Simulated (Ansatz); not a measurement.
Bands of a (4,4) ZnO nanotube, along its axis.

All values below come from PBE (plane waves to 420 eV, PAW; Ansatz, a quantum-chemistry and plane-wave program). Mesh 1×1×10. No spin polarisation. It repeats along c; a and b span vacuum. A hypothetical model, rolled from the flat sheet. Only distortions within the start's symmetry and period were free.

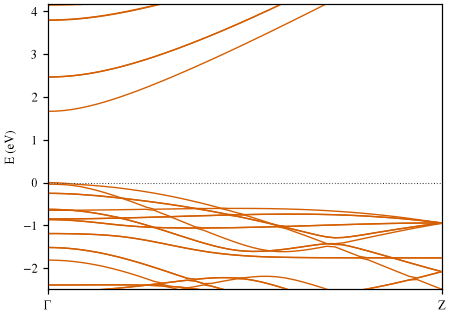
Bands from the zone centre to the zone edge (period 3.29 Å); the dotted line marks the highest filled level

Problem. Is it a metal or a semiconductor at this level? Give what the bands show.

Solution. A semiconductor in PBE.
- PBE gap = 1.66 eV, direct at Γ
